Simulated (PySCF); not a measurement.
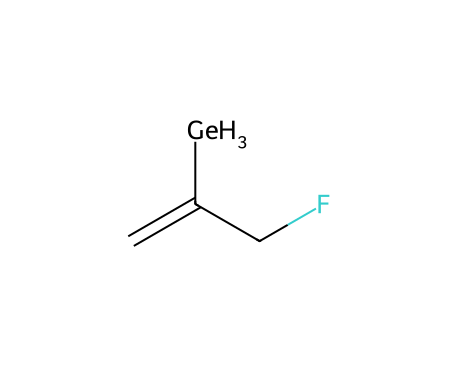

Figure made from data computed with PySCF.

Skeletal drawing of a molecule.

Transcribe the drawing into SMILES.

Answer. C=[C]([GeH3])CF

Give the formula, hydrogens included.

Answer. C3H7FGe.

An optimisation with PBE0-D3(BJ)/def2-SVP gave a structure of which point group?

Answer. C1. Other conformers may differ.
